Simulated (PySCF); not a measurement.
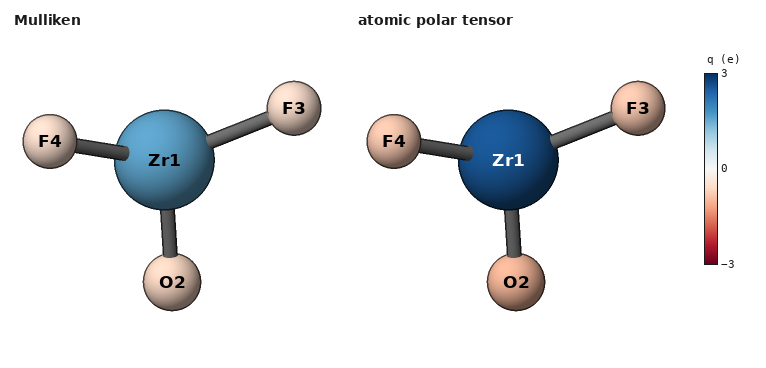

Atomic charges of one calculation by 2 schemes, on one colour scale. The species is neutral and a spin singlet. Computed geometry: PBE0/def2-TZVP with core potentials optimisation. Level of theory: PBE0/def2-TZVP, core potentials on Zr (PySCF 2.14.0).

> Which scheme gives the most polar picture (largest mean size of the charges)?

The atomic polar tensor charges are the largest in size here.

List the charges (e), one line for each set of equivalent atoms.

```csv
atom,Mulliken,atomic polar tensor
Zr1,1.59,2.54
O2,−0.60,−0.98
"F3, F4",−0.50,−0.78
```

The search tried a few shapes and spins; others may lie lower.
